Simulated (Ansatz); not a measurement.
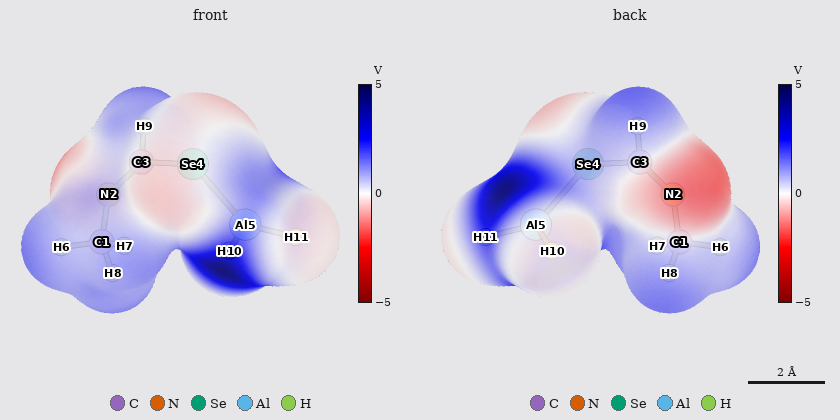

Figure 1: C2H6AlNSe (SMILES CN=C[Se][AlH2]). The electrostatic potential painted on the density surface at 0.004 e/bohr³, seen from the front and from behind; the colour scale runs from red (negative) to blue (positive).

Computed with RKS PBE-D4/def2-SVP in Ansatz.

```xyz
11

C    -1.2145    0.1346    1.3366
N    -0.8484    1.2665    0.5302
C    -0.5348    1.2117   -0.6901
Se   -0.3855   -0.4003   -1.8806
Al   -2.6619   -0.8233   -2.0870
H    -0.6562    0.1760    2.2951
H    -1.0324   -0.8500    0.8454
H    -2.2916    0.2110    1.5991
H    -0.2517    2.1318   -1.2370
H    -3.7040    0.0761   -1.2784
H    -3.0638   -2.0213   -3.0616
```

> Describe the electrostatic potential map.

The most negative region (about −1.5 V, or −35 kcal/mol for a unit charge) lies over N2, the most positive (about +4.1 V, or +95 kcal/mol for a unit charge) over Al5. N2 is the likeliest acceptor of a hydrogen bond.
